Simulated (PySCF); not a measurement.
```xyz
19

C    -2.2627   -1.0161   -0.1420
C    -1.0909   -0.4386    0.6608
C    -1.6018    0.7649    1.4089
O    -1.2377    1.8972    1.2673
C     0.1063   -0.0936   -0.2289
C     1.3707    0.1691    0.5842
Si    2.8717    0.6050   -0.4977
H    -3.1015   -1.2462    0.5115
H    -1.9549   -1.9291   -0.6452
H    -2.5933   -0.3021   -0.8930
H    -0.7904   -1.1806    1.4114
H    -2.4094    0.5135    2.1285
H    -0.1413    0.7935   -0.8152
H     0.2829   -0.9171   -0.9246
H     1.1789    0.9849    1.2827
H     1.5955   -0.7128    1.1898
H     3.1404   -0.5099   -1.4117
H     4.0344    0.8131    0.3664
H     2.5931    1.8141   -1.2717
```

Geometry: GFN2-xTB.

All numbers below come from PySCF, PBE0/pcSseg-1, SCF density, gas phase, non-relativistic.

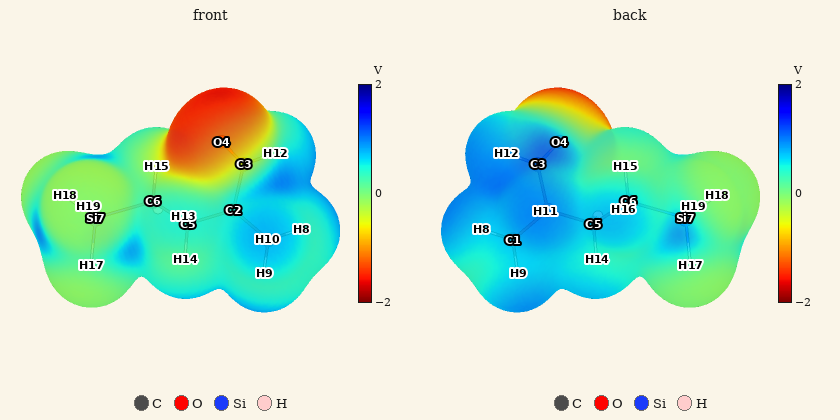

C5H12OSi (SMILES C[C@H](C=O)CC[SiH3]). The molecular electrostatic potential painted on the density surface at 0.002 e/bohr³, seen from the front and from behind; red is negative and blue positive.

Q: Which sites attract a positive test charge, and which a negative one?

A: A positive charge is drawn to the negative regions and a negative charge to the positive ones. The most negative region (about −1.6 V) lies over O4, the most positive (about +1.0 V) over C2, C3 and H12. O4 is the likeliest acceptor of a hydrogen bond.

Q: What dipole moment does the calculation give?

A: Its dipole moment is 2.88 D.
